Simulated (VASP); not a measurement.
# Lattice of Osmium across functionals and dispersion corrections, part 2 of 3

How close do the usual functionals, with and without dispersion, come to the cell of Osmium? The start is a cell from a database of measured crystal structures.

VASP 6.6.1, plane waves and PAW; the level of theory is named at each step.

Still holding for the runs below: The k-mesh is coarse for a metal.

So far. Step 2 (Relaxation with LDA): It ends with forces that vanish by symmetry and a pressure of 0.10 GPa. The volume lies -1.2 % from that of the database's start, which holds the thermal and zero-point expansion of its experiment. The conventional cell has a = 2.722 and c = 4.307 Å.

## Step 3: Relaxation with PBEsol

This step: PBEsol; plane waves and PAW (Os) (VASP 6.6.1).

PBEsol restores the gradient expansion of exchange and is tuned for the cells of solids.

File INCAR:

```
SYSTEM = Os
PREC = Accurate
ENCUT = 520
EDIFF = 1E-06
NELM = 100
ISMEAR = -1
SIGMA = 0.05
LREAL = .FALSE.
ALGO = Normal
GGA = PS
NBANDS = 14
LORBIT = 11
LWAVE = .FALSE.
LCHARG = .FALSE.
KPAR = 2
IBRION = 2
NSW = 60
ISIF = 3
EDIFFG = -0.01
```

File POSCAR:

```
Os
1.0
    2.7341000000      0.0000000000      0.0000000000
   -1.3670500000      2.3678000565      0.0000000000
    0.0000000000      0.0000000000      4.3197000000
Os
2
Direct
    0.3333333333      0.6666666667      0.2500000000
    0.6666666667      0.3333333333      0.7500000000
```

File KPOINTS:

```
Automatic mesh
0
Gamma
9 9 5
0 0 0
```

The projector-augmented-wave data sets are Os (PBE family, release 64).

Run with:

```console
$ mpirun -np 2 vasp_std
```

The log of the run:

```text
[banner, memory and clock lines left out]
running    2 mpi-ranks, on    1 nodes
 distrk:  each k-point on    1 cores,    2 groups
 distr:  one band on    1 cores,    1 groups

 POSCAR found type information on POSCAR Os
 POSCAR found :  1 types and       2 ions
 [... a notice as in an earlier step ...]

 LDA part: xc-table for (Slater+PW92), standard interpolation
 POSCAR, INCAR and KPOINTS ok, starting setup
 FFT: planning ... GRIDC
 FFT: planning ... GRID_SOFT
 FFT: planning ... GRID
 WAVECAR not read
 entering main loop
       N       E                     dE             d eps       ncg     rms          rms(c)
DAV:   1     0.102559493486E+03    0.10256E+03   -0.75259E+03  1008   0.110E+03
DAV:   2    -0.203035241848E+02   -0.12286E+03   -0.10871E+03  1044   0.348E+02
DAV:   3    -0.260142677085E+02   -0.57107E+01   -0.54214E+01  1266   0.650E+01
DAV:   4    -0.260789594330E+02   -0.64692E-01   -0.64535E-01  1146   0.708E+00
DAV:   5    -0.260793652454E+02   -0.40581E-03   -0.40572E-03  1236   0.494E-01    0.242E+01
DAV:   6    -0.248727780256E+02    0.12066E+01   -0.11317E+00  1248   0.922E+00    0.108E+01
DAV:   7    -0.245229785687E+02    0.34980E+00   -0.74745E-01  1272   0.742E+00    0.531E-01
DAV:   8    -0.245174965492E+02    0.54820E-02   -0.66350E-03  1014   0.635E-01    0.406E-01
DAV:   9    -0.245136304017E+02    0.38661E-02   -0.23400E-03  1152   0.518E-01    0.597E-02
DAV:  10    -0.245136395974E+02   -0.91956E-05   -0.11985E-04  1320   0.103E-01    0.122E-02
DAV:  11    -0.245136163418E+02    0.23256E-04   -0.55306E-06  1134   0.243E-02    0.217E-03
DAV:  12    -0.245136156994E+02    0.64234E-06   -0.14973E-07   654   0.380E-03
   1 F= -.24513616E+02 E0= -.24508698E+02  d E =-.245136E+02
 curvature:   0.00 expect dE= 0.000E+00 dE for cont linesearch  0.000E+00
 trial: gam= 0.00000 g(F)=  0.724E-48 g(S)=  0.157E-01 ort = 0.000E+00 (trialstep = 0.100E+01)
 search vector abs. value=  0.157E-01
 bond charge predicted
       N       E                     dE             d eps       ncg     rms          rms(c)
DAV:   1    -0.245486223544E+02   -0.35006E-01   -0.16333E+00  1038   0.984E+00    0.368E+00
DAV:   2    -0.244943308003E+02    0.54292E-01   -0.54822E-02  1122   0.253E+00    0.139E+00
DAV:   3    -0.244846763745E+02    0.96544E-02   -0.24607E-02  1282   0.153E+00    0.115E-01
DAV:   4    -0.244850089261E+02   -0.33255E-03   -0.44895E-04  1074   0.140E-01    0.507E-02
DAV:   5    -0.244852011133E+02   -0.19219E-03   -0.12606E-04  1212   0.807E-02    0.160E-02
DAV:   6    -0.244852071895E+02   -0.60762E-05   -0.89961E-06  1200   0.242E-02    0.583E-03
DAV:   7    -0.244852068646E+02    0.32493E-06   -0.24109E-07   660   0.760E-03
   2 F= -.24485207E+02 E0= -.24480484E+02  d E =0.284088E-01
[...]
3 F= -.24515074E+02 E0= -.24510194E+02  d E =-.145861E-02
[...]
4 F= -.24515074E+02 E0= -.24510195E+02  d E =-.145879E-02
[...]
5 F= -.24515073E+02 E0= -.24510195E+02  d E =-.145779E-02
[...]
6 F= -.24515043E+02 E0= -.24510194E+02  d E =0.303109E-04
 trial-energy change:    0.000030  1 .order    0.000029   -0.000114    0.000172
 step:   0.3330(harm=  0.3330)  dis= 0.00000  next Energy=   -24.515096 (dE=-0.226E-04)
 bond charge predicted
       N       E                     dE             d eps       ncg     rms          rms(c)
DAV:   1    -0.245151512594E+02   -0.10828E-03   -0.42701E-03  1038   0.500E-01    0.355E-02
DAV:   2    -0.245151091646E+02    0.42095E-04   -0.47061E-05  1194   0.832E-02    0.185E-02
DAV:   3    -0.245150955970E+02    0.13568E-04   -0.19411E-05  1182   0.365E-02    0.332E-03
DAV:   4    -0.245150956788E+02   -0.81816E-07   -0.14561E-06   746   0.130E-02
   7 F= -.24515096E+02 E0= -.24510229E+02  d E =-.221891E-04
 curvature:  -0.17 expect dE=-0.283E-05 dE for cont linesearch -0.239E-08
 trial: gam= 0.03850 g(F)=  0.103E-48 g(S)=  0.166E-04 ort =-0.140E-05 (trialstep = 0.737E+00)
 search vector abs. value=  0.167E-04
 reached required accuracy - stopping structural energy minimisation
```

The job ended after 9 s (2 MPI ranks of AMD EPYC 9R45, shared host; peak memory 0.22 GiB; 17 s of CPU time).

Parts of OUTCAR (step 3):

```text
 Found     36 irreducible k-points:

   NELECT =      16.0000    total number of electrons

 E-fermi :   9.5966

 k-point     1 :       0.0000    0.0000    0.0000
  band No.  band energies     occupation
    ...
      6       7.1566      2.00000
      7       7.1566      2.00000
      8       7.8491      2.00000
      9       7.8491      2.00000
     10       9.3947      1.96533
     11      11.1277      0.00000
     12      11.1277      0.00000
     13      18.5196      0.00000
     14      23.4437      0.00000

 k-point     2 :       0.1111    0.0000    0.0000
  band No.  band energies     occupation
    ...
      6       7.0679      2.00000
      7       7.2119      2.00000
      8       7.5131      2.00000
      9       7.5703      2.00000
     10       8.1675      2.00000
     11      11.3554      0.00000
     12      13.2695      0.00000
     13      18.4650      0.00000
     14      24.4335      0.00000

  Total        0.0157111      0.0157111      0.0139275     -0.0000000     -0.0000000      0.0000000
  in kB        0.9058206      0.9058206      0.8029875     -0.0000000     -0.0000000      0.0000000
  external PRESSURE =       0.8715429 kB  Pullay stress =       0.0000000 kB

  energy-cutoff  :      520.00
  volume of cell :       27.79
      direct lattice vectors                 reciprocal lattice vectors
     2.727177438 -0.000000000  0.000000000     0.366679478  0.211702495 -0.000000000
    -1.363588719  2.361804942 -0.000000000     0.000000000  0.423404991 -0.000000000
     0.000000000 -0.000000000  4.314362022    -0.000000000  0.000000000  0.231783980

 POSITION                                       TOTAL-FORCE (eV/Angst)
 -----------------------------------------------------------------------------------
     -0.00000      1.57454      1.07859        -0.000000     -0.000000      0.000000
      1.36359      0.78727      3.23577         0.000000      0.000000      0.000000
 -----------------------------------------------------------------------------------
    total drift:                               -0.000000      0.000000     -0.000000

  FREE ENERGIE OF THE ION-ELECTRON SYSTEM (eV)
  ---------------------------------------------------
  free  energy   TOTEN  =       -24.5150956788 eV

  energy  without entropy=      -24.5053626440  energy(sigma->0) =      -24.51022916

 total charge
# of ion       s       p       d       tot
------------------------------------------
    1        0.665   0.798   6.044   7.506
    2        0.665   0.798   6.044   7.506
--------------------------------------------------
tot          1.329   1.596  12.087  15.012

[... 9 parts as in an earlier step ...]

[... 5 further parts left out ...]
```

The PAW data sets were made with PBE, which is usual practice but a small mismatch for other functionals.

Relaxation path:

```
step  energy less that of the first step (eV)  largest force (eV/Å)  pressure (GPa)  volume (Å³)
   1                                   0.0000                0.0000           -2.65        27.96
   2                                   0.0284                0.0000           13.06        27.04
   3                                  -0.0015                0.0000            0.00        27.80
   4                                  -0.0015                0.0000            0.02        27.79
   5                                  -0.0015                0.0000            0.07        27.79
   6                                  -0.0014                0.0000            0.05        27.79
   7                                  -0.0015                0.0000            0.09        27.79
```

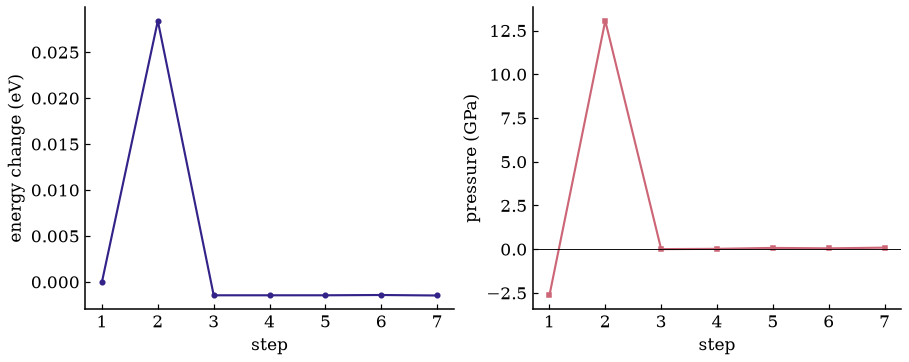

Energy and pressure along the relaxation.

| conventional cell, symmetrised | before | after | change |
| --- | --- | --- | --- |
| a (Å) | 2.734 | 2.727 | -0.3 % |
| b (Å) | 2.734 | 2.727 | -0.3 % |
| c (Å) | 4.320 | 4.314 | -0.1 % |
| volume (Å³/atom) | 13.98 | 13.89 | -0.6 % |

The relaxed structure:

```xyz
2
Lattice="2.7272 0.0000 0.0000 -1.3636 2.3618 0.0000 0.0000 0.0000 4.3144" Properties=species:S:1:pos:R:3 pbc="T T T"
Os    0.0000    1.5745    1.0786
Os    1.3636    0.7873    3.2358
```

This step gave:

```
free energy (TOTEN)             : -24.52 eV
energy at zero smearing         : -24.51 eV
Fermi energy                    : 9.597 eV
pressure                        : 0.08715 GPa
SCF cycles over all ionic steps : 38
```

It ends at 13.89 Å³/atom, -0.6 % from the start, with 0.09 GPa left. The conventional cell has a = 2.727 and c = 4.314 Å.

## Step 4: Relaxation with PBE

This step: PBE; plane waves and PAW (Os) (VASP 6.6.1).

PBE, the usual starting point, adds the gradient of the density.

Changes to INCAR since step 3:

```diff
@@ -9,3 +9,3 @@
 ALGO = Normal
-GGA = PS
+GGA = PE
 NBANDS = 14
```

POSCAR is that of step 3.

KPOINTS is that of step 3.

Run with:

```console
$ mpirun -np 2 vasp_std
```

The log of the run:

```text
[banner, memory and clock lines left out]
running    2 mpi-ranks, on    1 nodes
[...]
LDA part: xc-table for (Slater+PW92), standard interpolation
 POSCAR, INCAR and KPOINTS ok, starting setup
[...]
entering main loop
       N       E                     dE             d eps       ncg     rms          rms(c)
DAV:   1     0.104825841335E+03    0.10483E+03   -0.75300E+03  1008   0.110E+03
DAV:   2    -0.181362489378E+02   -0.12296E+03   -0.10880E+03  1044   0.348E+02
DAV:   3    -0.238626993638E+02   -0.57265E+01   -0.54353E+01  1266   0.651E+01
DAV:   4    -0.239270696356E+02   -0.64370E-01   -0.64216E-01  1146   0.709E+00
[...]
DAV:  11    -0.225122952514E+02    0.25072E-04   -0.50353E-06  1140   0.229E-02    0.304E-03
DAV:  12    -0.225122941164E+02    0.11349E-05   -0.14022E-07   702   0.356E-03    0.156E-03
DAV:  13    -0.225122938456E+02    0.27081E-06   -0.12301E-08   558   0.115E-03
   1 F= -.22512294E+02 E0= -.22507377E+02  d E =-.225123E+02
[... from here on, the cycles between the ionic steps are left out ...]
   2 F= -.22284336E+02 E0= -.22278950E+02  d E =0.227958E+00
   3 F= -.22526657E+02 E0= -.22521662E+02  d E =-.143633E-01
   4 F= -.22526682E+02 E0= -.22521689E+02  d E =-.143880E-01
[...]
reached required accuracy - stopping structural energy minimisation
```

Run time: 7.4 s. Hardware: 2 MPI ranks; peak memory 0.23 GiB.

Parts of OUTCAR (step 4):

```text
  Total       -0.0005827     -0.0005827     -0.0065406     -0.0000000      0.0000000      0.0000000
  in kB       -0.0327315     -0.0327315     -0.3673939     -0.0000000      0.0000000      0.0000000
  external PRESSURE =      -0.1442856 kB  Pullay stress =       0.0000000 kB

 POSITION                                       TOTAL-FORCE (eV/Angst)
 -----------------------------------------------------------------------------------
     -0.00000      1.58850      1.08771        -0.000000      0.000000      0.000000
      1.37568      0.79425      3.26312         0.000000     -0.000000      0.000000
 -----------------------------------------------------------------------------------
    total drift:                               -0.000000      0.000000     -0.000000

  FREE ENERGIE OF THE ION-ELECTRON SYSTEM (eV)
  ---------------------------------------------------
  free  energy   TOTEN  =       -22.5266818752 eV

  energy  without entropy=      -22.5166967890  energy(sigma->0) =      -22.52168933

[... 2 parts as in an earlier step ...]

[... 2 further parts left out ...]
[key lines of the parts left out:]
E-fermi :   9.3579
```

Step by step:

```
step  energy less that of the first step (eV)  largest force (eV/Å)  pressure (GPa)  volume (Å³)
   1                                   0.0000                0.0000            8.45        27.96
   2                                   0.2280                0.0000          -27.98        31.06
   3                                  -0.0144                0.0000           -0.31        28.54
   4                                  -0.0144                0.0000           -0.01        28.52
```

```csv
"conventional cell, symmetrised",before,after,change
a (Å),2.734,2.751,+0.6 %
b (Å),2.734,2.751,+0.6 %
c (Å),4.320,4.351,+0.7 %
volume (Å³/atom),13.98,14.26,+2.0 %
```

Final coordinates:

```xyz
2
Lattice="2.7514 0.0000 0.0000 -1.3757 2.3828 0.0000 0.0000 0.0000 4.3508" Properties=species:S:1:pos:R:3 pbc="T T T"
Os    0.0000    1.5885    1.0877
Os    1.3757    0.7943    3.2631
```

It ends at 14.26 Å³/atom, +2.0 % from the start, with -0.01 GPa left. The conventional cell has a = 2.751 and c = 4.351 Å.

## Step 5: Relaxation with r2SCAN

This step: r2SCAN; plane waves and PAW (Os) (VASP 6.6.1).

r2SCAN adds the kinetic-energy density, costs more than a GGA and is run with LASPH.

Changes to INCAR since step 4:

```diff
@@ -9,3 +9,4 @@
 ALGO = Normal
-GGA = PE
+METAGGA = R2SCAN
+LASPH = .TRUE.
 NBANDS = 14
```

POSCAR is that of step 4.

KPOINTS is that of step 4.

Run with:

```console
$ mpirun -np 2 vasp_std
```

The log of the run:

```text
[banner, memory and clock lines left out]
running    2 mpi-ranks, on    1 nodes
[...]
[... a notice as in an earlier step ...]

 LDA part: xc-table for (None), standard interpolation
 POSCAR, INCAR and KPOINTS ok, starting setup
[...]
entering main loop
       N       E                     dE             d eps       ncg     rms          rms(c)
DAV:   1     0.262239059168E+02    0.26224E+02   -0.78802E+03  1008   0.115E+03
DAV:   2    -0.102562593264E+03   -0.12879E+03   -0.11413E+03  1038   0.363E+02
DAV:   3    -0.108654170912E+03   -0.60916E+01   -0.57815E+01  1272   0.686E+01
DAV:   4    -0.108720058719E+03   -0.65888E-01   -0.65749E-01  1134   0.742E+00
[...]
DAV:  11    -0.106036737042E+03    0.31837E-04   -0.13767E-05  1098   0.446E-02    0.400E-03
DAV:  12    -0.106036735432E+03    0.16101E-05   -0.12618E-07   756   0.450E-03    0.275E-03
DAV:  13    -0.106036735350E+03    0.82799E-07   -0.31354E-08   552   0.181E-03
   1 F= -.10603674E+03 E0= -.10603197E+03  d E =-.106037E+03
[...]
DAV:   6    -0.106025468992E+03   -0.31689E-05   -0.16123E-06   944   0.119E-02    0.631E-03
DAV:   7    -0.106025469651E+03   -0.65905E-06   -0.47201E-07   540   0.910E-03
   2 F= -.10602547E+03 E0= -.10602064E+03  d E =0.112657E-01
 trial-energy change:    0.011266  1 .order    0.011006   -0.006451    0.028463
 step:   0.1782(harm=  0.1848)  dis= 0.00000  next Energy=  -106.037309 (dE=-0.573E-03)
[...]
N       E                     dE             d eps       ncg     rms          rms(c)
DAV:   1    -0.106050892421E+03   -0.25423E-01   -0.44017E-01  1038   0.523E+00    0.169E+00
DAV:   2    -0.106039113922E+03    0.11778E-01   -0.13099E-02  1170   0.126E+00    0.660E-01
DAV:   3    -0.106037171561E+03    0.19424E-02   -0.49404E-03  1250   0.663E-01    0.618E-02
DAV:   4    -0.106037282234E+03   -0.11067E-03   -0.10891E-04  1130   0.720E-02    0.191E-02
DAV:   5    -0.106037294174E+03   -0.11939E-04   -0.17076E-05  1200   0.318E-02    0.750E-03
DAV:   6    -0.106037290644E+03    0.35292E-05   -0.89605E-07   720   0.772E-03    0.437E-03
DAV:   7    -0.106037291298E+03   -0.65340E-06   -0.53925E-07   516   0.596E-03
   3 F= -.10603729E+03 E0= -.10603251E+03  d E =-.555948E-03
[...]
reached required accuracy - stopping structural energy minimisation
```

The job ended after 29 s (2 MPI ranks; peak memory 0.24 GiB).

Parts of OUTCAR (step 5):

```text
  Total       -0.0068551     -0.0068551      0.0132824      0.0000000      0.0000000      0.0000000
  in kB       -0.3912500     -0.3912500      0.7580883      0.0000000      0.0000000      0.0000000
  external PRESSURE =      -0.0081372 kB  Pullay stress =       0.0000000 kB

 POSITION                                       TOTAL-FORCE (eV/Angst)
 -----------------------------------------------------------------------------------
     -0.00000      1.58035      1.08156         0.000000     -0.000000      0.000000
      1.36862      0.79017      3.24469        -0.000000      0.000000      0.000000
 -----------------------------------------------------------------------------------
    total drift:                               -0.000000      0.000000     -0.000000

  FREE ENERGIE OF THE ION-ELECTRON SYSTEM (eV)
  ---------------------------------------------------
  free  energy   TOTEN  =      -106.0372912977 eV

  energy  without entropy=     -106.0277354035  energy(sigma->0) =     -106.03251335

[... 2 parts as in an earlier step ...]

[... 2 further parts left out ...]
[key lines of the parts left out:]
E-fermi :   9.3990
```

The steps of the relaxation:

```
step  energy less that of the first step (eV)  largest force (eV/Å)  pressure (GPa)  volume (Å³)
   1                                   0.0000                0.0000            1.69        27.96
   2                                   0.0113                0.0000           -7.36        28.57
   3                                  -0.0006                0.0000            0.00        28.07
```

| conventional cell, symmetrised | before | after | change |
| --- | --- | --- | --- |
| a (Å) | 2.734 | 2.737 | +0.1 % |
| b (Å) | 2.734 | 2.737 | +0.1 % |
| c (Å) | 4.320 | 4.326 | +0.2 % |
| volume (Å³/atom) | 13.98 | 14.04 | +0.4 % |

Final coordinates:

```xyz
2
Lattice="2.7372 0.0000 0.0000 -1.3686 2.3705 0.0000 0.0000 0.0000 4.3263" Properties=species:S:1:pos:R:3 pbc="T T T"
Os    0.0000    1.5803    1.0816
Os    1.3686    0.7902    3.2447
```

It ends at 14.04 Å³/atom, +0.4 % from the start, with 0.00 GPa left. The conventional cell has a = 2.737 and c = 4.326 Å.

## Step 6: Relaxation with PBE + D3(BJ)

This step: PBE with D3(BJ); plane waves and PAW (Os) (VASP 6.6.1).

A dispersion term adds the long-range attraction that semilocal functionals lack. D3 with Becke-Johnson damping keeps a finite attraction at short range.

Changes to INCAR since step 5:

```diff
@@ -9,4 +9,4 @@
 ALGO = Normal
-METAGGA = R2SCAN
-LASPH = .TRUE.
+GGA = PE
+IVDW = 12
 NBANDS = 14
```

POSCAR is that of step 5.

KPOINTS is that of step 5.

Run with:

```console
$ mpirun -np 2 vasp_std
```

The log of the run:

```text
[... set-up lines as in an earlier step ...]
 entering main loop
       N       E                     dE             d eps       ncg     rms          rms(c)
[... 13 cycles as in an earlier step ...]
   1 F= -.23821789E+02 E0= -.23816872E+02  d E =-.238218E+02
[... from here on, the cycles between the ionic steps are left out ...]
   2 F= -.23819447E+02 E0= -.23814572E+02  d E =0.234178E-02
   3 F= -.23821964E+02 E0= -.23817060E+02  d E =-.174783E-03
   4 F= -.23821964E+02 E0= -.23817061E+02  d E =-.174745E-03
   5 F= -.23821963E+02 E0= -.23817061E+02  d E =-.174137E-03
   6 F= -.23821963E+02 E0= -.23817061E+02  d E =-.174298E-03
   7 F= -.23821922E+02 E0= -.23817056E+02  d E =0.411968E-04
   8 F= -.23821982E+02 E0= -.23817093E+02  d E =-.184449E-04
[...]
reached required accuracy - stopping structural energy minimisation
```

The job ended after 9.6 s (2 MPI ranks; peak memory 0.25 GiB; 18 s of CPU time).

Parts of OUTCAR (step 6):

```text
 Edisp (eV)   -1.30813

 Edisp (eV)   -1.30729

  Total      -0.00243    -0.00243    -0.01236    -0.00000    -0.00000     0.00000
  in kB      -0.13921    -0.13921    -0.70712    -0.00000    -0.00000     0.00000
  external pressure =       -0.33 kB  Pullay stress =        0.00 kB

 POSITION                                       TOTAL-FORCE (eV/Angst)
 -----------------------------------------------------------------------------------
     -0.00000      1.57854      1.08168        -0.000000      0.000000      0.000000
      1.36706      0.78927      3.24503         0.000000     -0.000000      0.000000
 -----------------------------------------------------------------------------------
    total drift:                               -0.000000      0.000000     -0.000000

  FREE ENERGIE OF THE ION-ELECTRON SYSTEM (eV)
  ---------------------------------------------------
  free  energy   TOTEN  =       -23.8219816776 eV

  energy  without entropy=      -23.8122039165  energy(sigma->0) =      -23.81709280

[... 2 parts as in an earlier step ...]

[... 2 further parts left out ...]
[key lines of the parts left out:]
E-fermi :   9.6403
```

Dispersion corrections of this kind ignore metallic screening and tend to overbind metals.

It ends at 14.01 Å³/atom, +0.2 % from the start, with -0.03 GPa left. The conventional cell has a = 2.734 and c = 4.327 Å. Against plain PBE, the dispersion term moves a by -0.6 % and c by -0.6 %.

(Part 2 of 3 ends here.)

[Lines on the potential files, build, host, timing and source positions are cut from VASP's logs without a mark.]

[Logs are printed without paths, hosts, clocks, repeated set-up lines and the standing remarks that a program may print on its own settings, such as how far it seeks lower states.]

[Hosts, paths, dates, database ids (printed as entryN), source tags and the programs' standing remarks are cut or masked in the printed files.]

[Measured values are set beside computed ones only where the two were judged alike; some that the calculation misses by far are left out.]
